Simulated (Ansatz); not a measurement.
Input file:

```
crystal:
  periodic: [false, false, false]
  atoms:
    - {symbol: Al, position_ang: [-0.682751, 0.430063, -0.345405]}
    - {symbol: Br, position_ang: [1.787972, -0.853111, -0.105989]}
    - {symbol: H, position_ang: [-1.378267, -0.556530, -1.363520]}
    - {symbol: H, position_ang: [-0.175768, 1.881793, -0.704732]}
    - {symbol: H, position_ang: [1.339602, -0.996217, 1.241928]}
    - {symbol: F, position_ang: [-0.890687, 0.094101, 1.277617]}
basis:
  gaussian: {orbitals: def2-TZVPP}
hamiltonian: {xc: pbe0, dispersion: d4}
output: {orbitals: {seedname: orbitals}}
```

Launched as:

```sh
ansatz run in.yaml --threads 2 --pin off --events-out ev --progress --plain --max-ram 4352MiB
```

The product side of a reaction path; geometry: PBE0-D4/def2-TZVP.

These are results of RKS PBE0-D4/def2-TZVPP in Ansatz 0.2.0, not measurements.

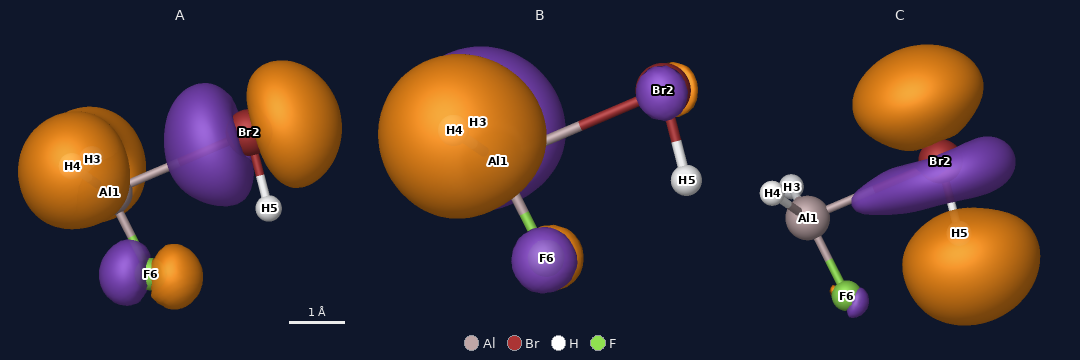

AlBrFH₃. Three frontier orbitals at ±0.1 Å⁻³ᐟ² (orange and purple are the two phases), in no order.

### Which picture is the HOMO−1, the HOMO and the LUMO?

A is the HOMO−1 (−9.56 eV). It lies mainly on Br2 (about 40 %), Al1 (about 25 %), H3 (about 15 %), H4 (about 15 %) and F6 (about 10 %). B is the HOMO (−8.22 eV). By Hirshfeld shares it lies mainly on Al1 (about 30 %), H3 (about 30 %) and H4 (about 30 %). C is the LUMO (−0.91 eV). It lies mainly on Br2 (about 55 %) and H5 (about 40 %).

### What is the HOMO–LUMO gap?

7.31 eV between the orbital energies.
